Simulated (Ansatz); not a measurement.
The reference is CaS in the rock salt structure (space group Fm-3m, No. 225; a = 5.712 Å).

Now apply this change: the cell is scaled by 1.0300 in all directions, atoms relaxed at fixed cell.

All numbers come from plane-wave PAW DFT at the PBE level (Ansatz, a first-principles code, 420 eV), scalar-relativistic without spin-orbit coupling.

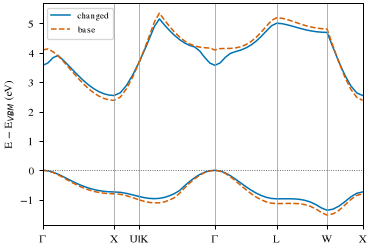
Fig. 1. Highest valence and lowest conduction band along the path, each from its own valence-band maximum

Problem. Read the changed gap and its character from the plot.

Solution. About 2.5 eV, indirect, Γ → X.

The cells carry an imposed strain or load. No phonon test of stability was made.
